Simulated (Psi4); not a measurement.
**OMP2/cc-pVDZ (density fitting for correlation) run of CH3Cl3Si (methyltrichlorosilane)**

Aim: the energy change on altering one bond length of CH3Cl3Si (methyltrichlorosilane) at OMP2/cc-pVDZ (density fitting for correlation), from 2 runs. 

Program for the calculation: Psi4 1.11.

1 further run of the same task is left out (set aside as unsound or not needed).

## Step 1: Starting point

CH3Cl3Si: 8 atoms, total charge 0, spin state singlet. SMILES: `C[Si](Cl)(Cl)Cl`. Geometry: relaxed at PBE0-D4/def2-TZVP.

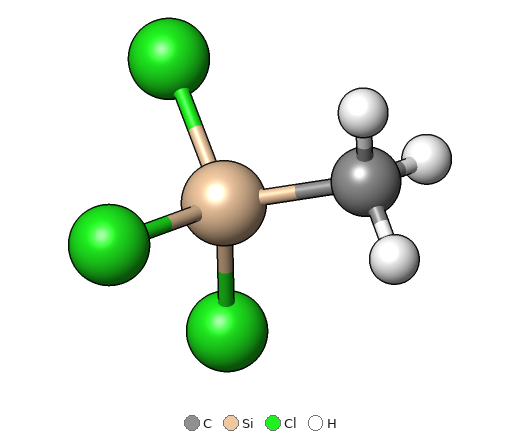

Viewed from a chosen angle; carbon grey, silicon light orange, chlorine green, hydrogen white.

## Step 2: A single-point energy at OMP2/cc-pVDZ (density fitting for correlation)

Contents of ch3cl3si.py:

```python
import psi4

psi4.set_memory('1600 MB')
psi4.set_num_threads(1)
psi4.set_output_file('output.dat', False)

geom = psi4.geometry("""
0 1
C     -0.728900    -0.279600     0.686100
Si     0.568900     0.197900    -0.528700
Cl     2.360400    -0.640000    -0.033600
Cl     0.065900    -0.429500    -2.402200
Cl     0.801200     2.223000    -0.573800
H     -0.844500    -1.365200     0.700800
H     -0.448300     0.061100     1.684800
H     -1.682600     0.175200     0.410800
symmetry c1
""")

psi4.set_options({
    'puream': True,
    'e_convergence': 1e-09,
    'd_convergence': 1e-08,
    'scf_type': 'pk',
    'num_frozen_docc': 21,
})

e, wfn = psi4.energy('omp2/cc-pVDZ', molecule=geom, return_wfn=True)
print('E =', round(e, 9))
```

Started as:

```console
python ch3cl3si.py
```

output.dat, cut to the lines that bear on the results:

```text
[...]
  Running in c1 symmetry.
[...]
  Nuclear repulsion =  440.297333645516005
[...]
  Multiplicity = 1
[...]
  Nalpha       = 37
  Nbeta        = 37
[...]
    Number of basis functions: 101
[...]
   @RHF iter   1: -1707.15137853458418   -1.15255e-01   3.52805e-03 DIIS/ADIIS
[...]
   @RHF iter  10: -1707.23262504250761   -2.38742e-11   8.36081e-09 DIIS
[...]
    Orbital Energies [Eh]
    ---------------------
    Doubly Occupied:
       1A   -104.840555     2A   -104.840551     3A   -104.840538
       4A    -68.909157     5A    -11.248926     6A    -10.569981
       7A    -10.569975     8A    -10.569960     9A     -8.037058
      10A     -8.037054    11A     -8.037039    12A     -8.034396
      13A     -8.034392    14A     -8.034383    15A     -8.034379
      16A     -8.034377    17A     -8.034365    18A     -6.248252
      19A     -4.355121    20A     -4.355120    21A     -4.353238
      22A     -1.150917    23A     -1.104214    24A     -1.104197
      25A     -0.982660    26A     -0.701928    27A     -0.606712
      28A     -0.606708    29A     -0.559325    30A     -0.557517
      31A     -0.557513    32A     -0.499790    33A     -0.499789
      34A     -0.470709    35A     -0.470701    36A     -0.461485
[...]
  @RHF Final Energy: -1707.23262504250761
   => Energetics <=
    Nuclear Repulsion Energy =            440.2973336455160052
    One-Electron Energy =               -3237.4379736669757222
    Two-Electron Energy =                1089.9080149789519965
    Total Energy =                      -1707.2326250425076068
[...]
 Multipole Moments:
 ------------------------------------------------------------------------------------
     Multipole            Electronic (a.u.)      Nuclear  (a.u.)        Total (a.u.)
 ------------------------------------------------------------------------------------
 L = 1.  Multiply by 2.5417464519 to convert [e a0] to [Debye]
 Dipole X            :          5.1632502           -5.8010641           -0.6378138
 Dipole Y            :          1.8995856           -2.1345418           -0.2349562
 Dipole Z            :         -4.8329544            5.4298757            0.5969213
 Magnitude           :                                                    0.9046137
[...]
	Warning: cc_lambda option is changed to TRUE
	For this residual convergence, default PCG convergence is:     1.00e-07
[...]
	DF-MP2 Total Energy (a.u.)         : -1707.86969272404190
[...]
	DF-MP2 Total Energy (a.u.)         : -1707.87461190758381
[...]
	DF-OMP2 Total Energy (a.u.)        : -1707.87461190758313
[...]
```

Standard output:

```text
E = -1707.874611908
```

It took 46 s on 1 thread of Intel Xeon Platinum 8488C (Sapphire Rapids), shared host; peak memory 0.47 GiB.

## Step 3: The distorted shape, same level

Contents of calc.inp:

```
memory 1600 mb

molecule geom {
  C
  Si 1 1.84066
  Cl 2 2.038792 1 110.65057
  Cl 2 3.6698 1 110.65207 3 120.00353
  Cl 2 2.038879 1 110.64618 3 -119.99857
  H 1 1.091836 2 109.96661 3 -60.0345
  H 1 1.091886 6 108.97412 2 -120.60704
  H 1 1.091868 6 108.96984 7 -118.79801
  symmetry c1
}

set {
  basis           cc-pVDZ
  puream          true
  e_convergence   1e-09
  d_convergence   1e-08
  scf_type        pk
  num_frozen_docc 21
}

E = energy('omp2')
```

Started as:

```console
psi4 -i calc.inp -o calc.out -n 1
```

calc.out, cut to the lines that bear on the results:

```text
[...]
  Running in c1 symmetry.
[...]
  Nuclear repulsion =  377.672283371816945
[...]
  Multiplicity = 1
[...]
  Nalpha       = 37
  Nbeta        = 37
[...]
    Number of basis functions: 101
[...]
   @RHF iter   1: -1706.91114892548512   -5.08537e-01   4.38934e-03 DIIS/ADIIS
[...]
   @RHF iter  14: -1707.06671427067363   -7.04858e-12   3.11973e-09 DIIS
[...]
    Orbital Energies [Eh]
    ---------------------
    Doubly Occupied:
       1A   -104.903471     2A   -104.903458     3A   -104.730352
       4A    -68.996840     5A    -11.310080     6A    -10.631634
       7A    -10.631618     8A    -10.449637     9A     -8.098629
      10A     -8.098614    11A     -8.095859    12A     -8.095844
      13A     -8.095671    14A     -8.095656    15A     -7.916483
      16A     -7.914560    17A     -7.914552    18A     -6.331097
      19A     -4.436916    20A     -4.436900    21A     -4.435187
      22A     -1.191922    23A     -1.158707    24A     -1.037704
      25A     -0.938693    26A     -0.742352    27A     -0.655463
      28A     -0.648451    29A     -0.600814    30A     -0.600772
      31A     -0.562004    32A     -0.531941    33A     -0.525872
      34A     -0.518762    35A     -0.354905    36A     -0.354803
[...]
  @RHF Final Energy: -1707.06671427067363
   => Energetics <=
    Nuclear Repulsion Energy =            377.6722833718169454
    One-Electron Energy =               -3110.9154541778575549
    Two-Electron Energy =                1026.1764565353671514
    Total Energy =                      -1707.0667142706736286
[...]
 Multipole Moments:
 ------------------------------------------------------------------------------------
     Multipole            Electronic (a.u.)      Nuclear  (a.u.)        Total (a.u.)
 ------------------------------------------------------------------------------------
 L = 1.  Multiply by 2.5417464519 to convert [e a0] to [Debye]
 Dipole X            :         -1.6499584           -1.2371591           -2.8871176
 Dipole Y            :         -0.9528481           -0.7144957           -1.6673437
 Dipole Z            :          6.6013053           -8.7660800           -2.1647747
 Magnitude           :                                                    3.9751393
[...]
	DF-MP2 Total Energy (a.u.)         : -1707.71294449634661
[...]
	DF-MP2 Total Energy (a.u.)         : -1707.72631187089155
[...]
	DF-OMP2 Total Energy (a.u.)        : -1707.72631187100023
[...]
```

Run time: 41 s. Hardware: 1 thread of Intel Xeon Platinum 8488C (Sapphire Rapids), shared host; peak memory 0.47 GiB.

## Step 4: What came out

Level: OMP2/cc-pVDZ (density fitting for correlation), 21 core orbitals frozen.

| quantity | value |
| --- | --- |
| first shape: total energy | -1707.87461 Eh |
| first shape: HOMO energy (Hartree–Fock orbitals) | -12.46 eV |
| first shape: LUMO energy (Hartree–Fock orbitals) | 4.43 eV |
| first shape: HOMO–LUMO gap (Hartree–Fock orbitals) | 16.90 eV |
| first shape: correlation energy (21 core orbitals frozen) | -642.0 mEh |
| distorted shape: total energy | -1707.72631 Eh |
| distorted shape: HOMO energy (Hartree–Fock orbitals) | -9.12 eV |
| distorted shape: LUMO energy (Hartree–Fock orbitals) | -2.05 eV |
| distorted shape: HOMO–LUMO gap (Hartree–Fock orbitals) | 7.07 eV |
| distorted shape: correlation energy (21 core orbitals frozen) | -659.6 mEh |
| energy change with the Si2–Cl4 bond stretched from 2.039 to 3.670 Å | 4.035 eV |

One bond (distorted shape) is far stretched, which a spin-restricted single reference describes badly; perturbation theory on it can break down and give far too much correlation. With the Si2–Cl4 bond stretched from 2.039 to 3.670 Å the energy rises by 4.04 eV (93 kcal/mol). The first shape isn't relaxed at this level, so the change isn't measured from a minimum. A restricted reference can't describe the breaking bond well at this length.
